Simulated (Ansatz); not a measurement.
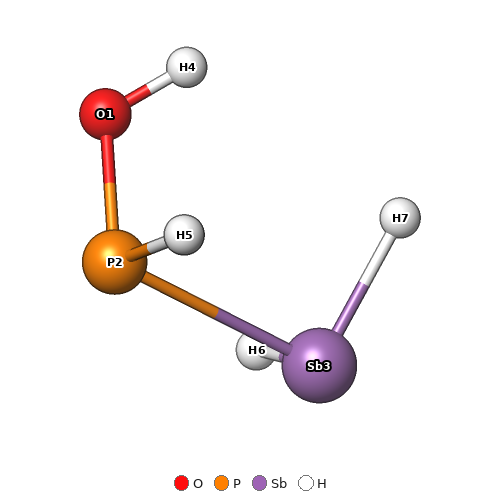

The system is H₄OPSb, SMILES O[PH][SbH2]; the picture shows the reference structure. First axis: umbrella angle at Sb3 (between each of its bonds and their common axis; 90 is planar). Second axis: change of the bonds Sb3–P2, Sb3–H6, Sb3–H7, all alike. Nothing is relaxed (all other coordinates rigid). Grid: 9 × 9 points. Points are written as (first, second). All energies are given in eV relative to the relaxed molecule at the same level. Energies and slopes of some neighbouring points disagree (a jump in structure or state, or too coarse a mesh). Level of theory: RKS BHLYP-D4/def2-TZVP (Ansatz 0.2.0).

Its coordinates:

```xyz
7

O    -1.5240   -0.3227   -0.6057
P    -0.3209    0.6405   -1.1463
Sb    1.3954    0.6578    0.7290
H    -1.2550   -1.1195   -0.1586
H     0.4536   -0.2814   -1.8917
H     0.2732    1.2987    1.8285
H     1.0390   -0.9414    1.1989
```

Range: umbrella angle at Sb3 (between each of its bonds and their common axis; 90 is planar) from 44.5 to 135.5°; change of the bonds Sb3–P2, Sb3–H6, Sb3–H7, all alike from −0.218 to 0.337 Å.

What landscape does the calculation give?

The lowest grid point is at (124.1°, −0.010 Å), 0.0033 eV from the relaxed molecule at the same level. Other grid points that lie below all their neighbours: (55.9°, −0.010 Å) (0.08 eV higher). The highest grid point, (90.0°, 0.337 Å), lies 3.66 eV above the lowest.

| second ↓, first → | 44.5 | 55.9 | 67.2 | 78.6 | 90.0 | 101.4 | 112.8 | 124.1 | 135.5 |
| --- | --- | --- | --- | --- | --- | --- | --- | --- | --- |
| 0.337 | 1.80 | 1.48 | 1.81 | 2.69 | 3.67 | 2.68 | 1.77 | 1.41 | 1.69 |
| 0.267 | 1.38 | 1.04 | 1.37 | 2.26 | 3.14 | 2.26 | 1.33 | 0.97 | 1.27 |
| 0.198 | 1.03 | 0.65 | 0.99 | 1.88 | 2.66 | 1.87 | 0.95 | 0.58 | 0.92 |
| 0.129 | 0.77 | 0.34 | 0.67 | 1.54 | 2.23 | 1.53 | 0.63 | 0.27 | 0.65 |
| 0.059 | 0.61 | 0.14 | 0.44 | 1.28 | 1.88 | 1.27 | 0.40 | 0.06 | 0.49 |
| −0.010 | 0.62 | 0.08 | 0.35 | 1.13 | 1.66 | 1.13 | 0.32 | 0.00 | 0.49 |
| −0.079 | 0.83 | 0.22 | 0.45 | 1.16 | 1.62 | 1.15 | 0.41 | 0.14 | 0.69 |
| −0.149 | 1.31 | 0.63 | 0.79 | 1.42 | 1.81 | 1.41 | 0.75 | 0.54 | 1.17 |
| −0.218 | 2.14 | 1.36 | 1.45 | 1.99 | 2.32 | 1.98 | 1.41 | 1.27 | 1.99 |

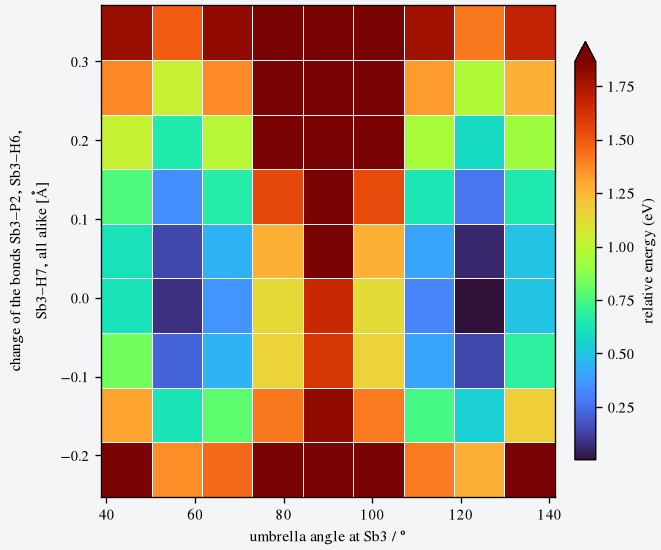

The picture shows one coloured cell a grid point, one colour for all values above the top of the scale.

The whole map (81 points run) took 10 min on 1 thread of Arm Neoverse V1, on a shared host.
